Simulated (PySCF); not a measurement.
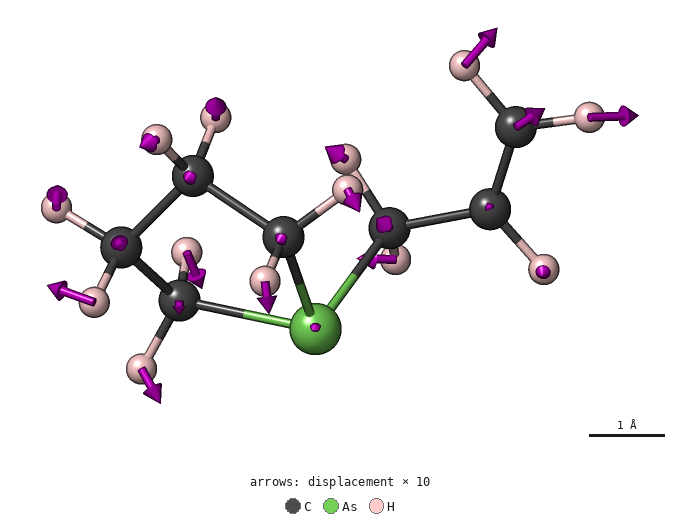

A relaxation of C7H13As. The starting structure is drawn; purple arrows show the displacements, 10 times their true length. The two geometries are superimposed by the best rigid fit.

The picture is a ball-and-stick view, seen from a free direction.

The start comes from GFN2-xTB.

Method: PBE0-D3(BJ)/def2-SVP geometry optimisation, gas phase in PySCF. 

> Which element moves most?

Hydrogen: up to 0.077 Å, against 0.052 Å for carbon.

> What did the optimiser do to the structure, and how much energy did it gain?

Over 3 geometry steps the energy falls by 1.32 kcal/mol. The largest move after the best rigid fit is that of an H atom, 0.077 Å. Largest moves by element: H 0.077 Å, C 0.052 Å, As 0.011 Å. Among the contacts that change: C–H 1.079 → 1.095 Å, As–C 2.015 → 2.000 Å, C–C 1.323 → 1.337 Å, As–C 1.987 → 1.982 Å.
